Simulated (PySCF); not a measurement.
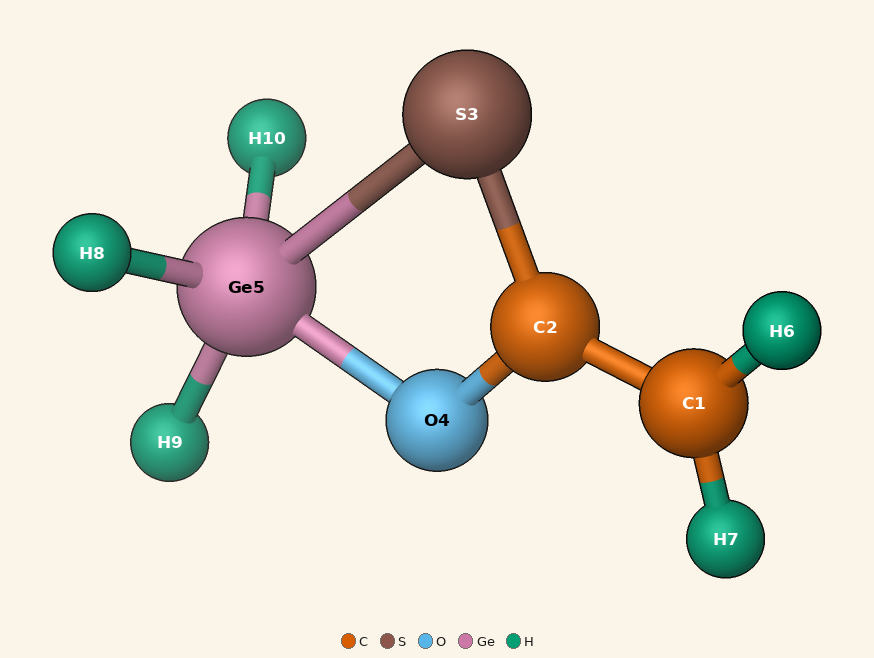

Charge −1, singlet. Computed geometry: PBE0-D3(BJ)/def2-SVP optimisation. No frequency run is at hand to confirm it as a minimum. Level of theory: delta-SCF UKS SCAN, pcX-2 on the ionised atom, pcseg-1 elsewhere, spin-free X2C (PySCF 2.14.0).

Give the core-electron binding energies (to vacuum; p and d levels without spin–orbit splitting) of C1 1s, C2 1s, S3 1s, S3 2p, O4 1s.

| atom | level | binding energy (eV) |
| --- | --- | --- |
| C1 | 1s | 284.4 |
| C2 | 1s | 287.3 |
| S3 | 1s | 2470.3 |
| S3 | 2p | 162.9 |
| O4 | 1s | 532.8 |
